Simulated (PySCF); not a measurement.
## Electronic structure of CH9ClGeSi2 in real space

The calculation's input:

```
{"job": {"kind": "uv", "xc": "wB97X-D", "basis": "def2-SVPD", "nstates": 8, "ntriplets": 3}, "charge": 0, "multiplicity": 1}
C      0.927338    -0.984491    -1.411449
Si     0.299856    -0.346017     0.276118
Si     1.070017     1.799030     0.786736
Cl     0.963207    -1.693182     1.675862
Ge    -2.052751    -0.557000     0.305420
H      0.552565    -0.365409    -2.222282
H      0.594673    -2.004297    -1.593663
H      2.012794    -0.979540    -1.464423
H      0.606349     2.249016     2.101614
H      0.566751     2.757564    -0.201632
H      2.531481     1.897203     0.783436
H     -2.619007    -1.919895     0.031800
H     -2.697450    -0.169811     1.602973
H     -2.756500     0.316356    -0.692677
```

Run with:

```sh
OMP_NUM_THREADS=1 python probes_run.py task.json out
```

Geometry: GFN2-xTB.

Level of theory: wB97X-D/def2-SVPD, SCF density, gas phase (PySCF).

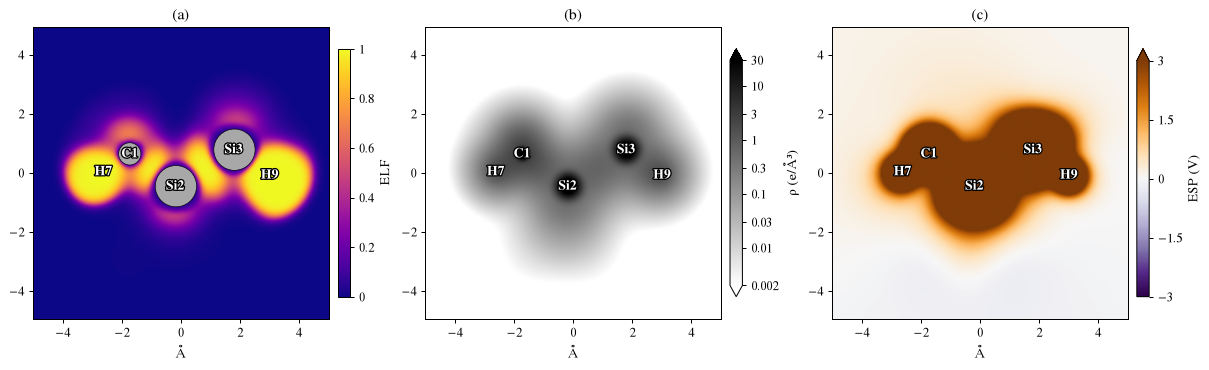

Figure 1. (a) electron localisation function; (b) electron density; (c) electrostatic potential on the plane of atoms Si2, Si3 and H9. Grey discs cover the atomic cores in the ELF map.

**Describe what can be read from this map.**

- The section cuts through C, Si and H sites.
- C–Si (1.91 Å): the density is about 0.91 e/Å³ at the midpoint; the ELF peaks at about 0.95 between the atoms (a covalent bond).
- Si–Si (2.34 Å): ρ at the midpoint is about 0.66 e/Å³; the ELF peaks at about 1 between the atoms, as expected for a covalent bond.
- C–H (1.09 Å): the density is about 1.9 e/Å³ at the midpoint; the ELF climbs to about 1 towards the hydrogen, as it does in any bond to H (a covalent bond by its length).
- Si–H (1.47 Å): ρ at the midpoint is about 0.78 e/Å³; the ELF climbs to about 1 towards the hydrogen.
- The potential has no marked negative region in this plane.

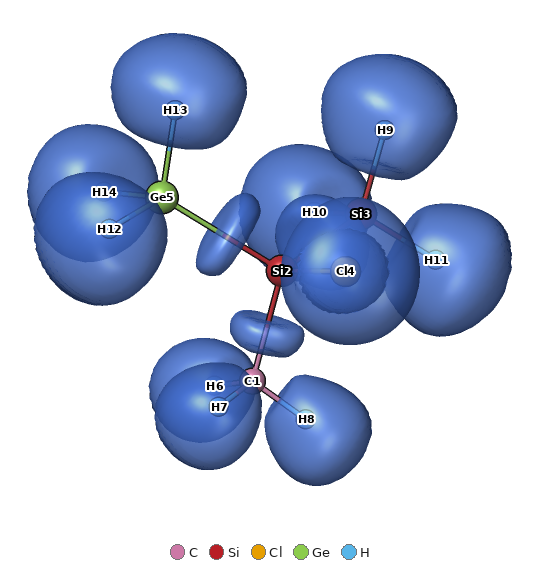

Figure 2. Isosurface of the ELF at 0.8 (blue), seen at a tilt. Core shells and regions of very low density are left out.

**Identify the bonds, lone pairs and shells in this picture.**

The surface consists of one region between bonded C–Si atoms (shared pairs), one region between bonded Ge–Si atoms (shared pairs), one region between bonded Si–Si atoms (shared pairs), nine regions around hydrogen nuclei and one region on Cl in which the atom's valence shell and bonds are merged. Along the contacts the grid gives the following. Si–Cl (2.05 Å): the ELF peaks at about 0.90 between the atoms, as expected for a polar covalent bond.

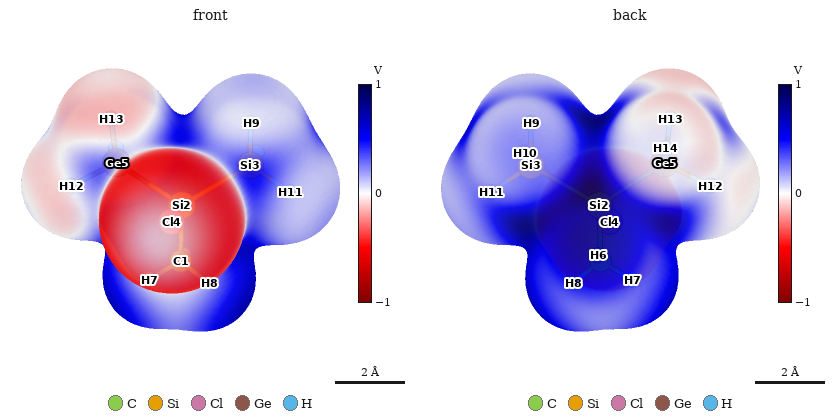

Figure 3. The molecular electrostatic potential painted on the density surface at 0.001 e/bohr³, seen from the front and from behind; red is negative and blue positive.

**Describe the electrostatic potential map.**

The most negative region (about −0.5 V, or −12 kcal/mol for a unit charge) lies over Cl4, the most positive (about +0.9 V, or +21 kcal/mol for a unit charge) over Si2, Si3 and Ge5.

**What dipole moment does the calculation give?**

Its dipole moment is 1.73 D.
